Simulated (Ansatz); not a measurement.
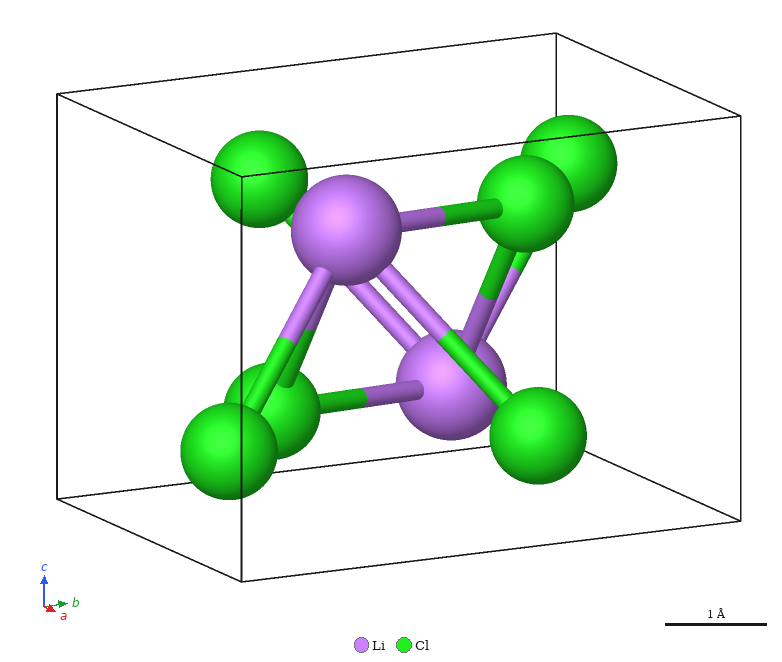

An orthographic ball-and-stick view of the structure, slightly off an axis. Atoms at the boundary of the simulation cell (the box) are drawn once for each face, edge or corner they touch.

```yaml
crystal:
  lattice:
    - [7.03714, 0.00000, 0.00000]
    - [-3.51857, 6.09434, 0.00000]
    - [0.00000, 0.00000, 4.06073]
  atoms:
    - { symbol: Li, position: [0.33330, 0.66670, 0.25000] }
    - { symbol: Li, position: [0.66660, 0.33330, 0.75000] }
    - { symbol: Cl, position: [0.37500, 0.29200, 0.25000] }
    - { symbol: Cl, position: [0.08300, 0.37500, 0.75000] }
    - { symbol: Cl, position: [0.70800, 0.08300, 0.25000] }
    - { symbol: Cl, position: [0.62500, 0.70800, 0.75000] }
    - { symbol: Cl, position: [0.91700, 0.62500, 0.25000] }
    - { symbol: Cl, position: [0.29200, 0.91700, 0.75000] }
```

Run with DFT, PAW plane waves, PBE in Ansatz and these settings: a 420 eV plane-wave basis, a 4×4×6 mesh of k-points, cold smearing of 0.029 eV, no spin polarisation.

**Predict the Bader charges.**

Li +0.92 e; Cl -0.31 e.

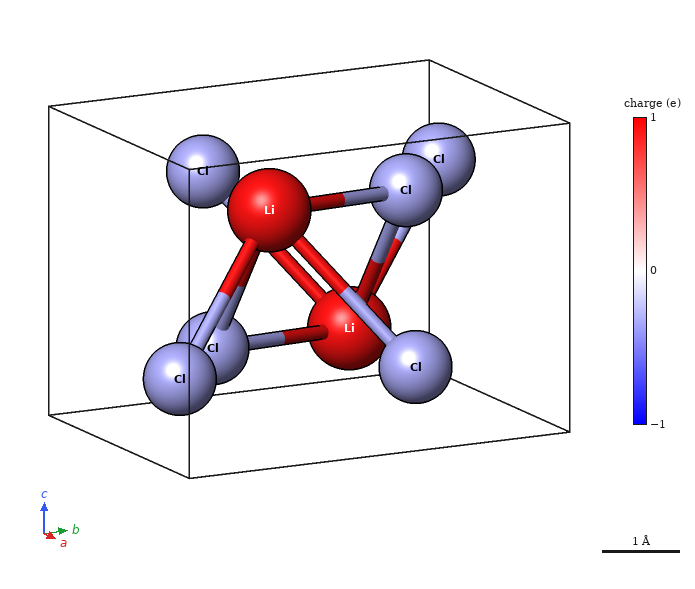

The atoms coloured by those charges.

The model is a generated cell, made by putting these elements into a known structure type (the compound may or may not exist in this form); its atoms and cell weren't optimised. A calculation with Ansatz used it as input.
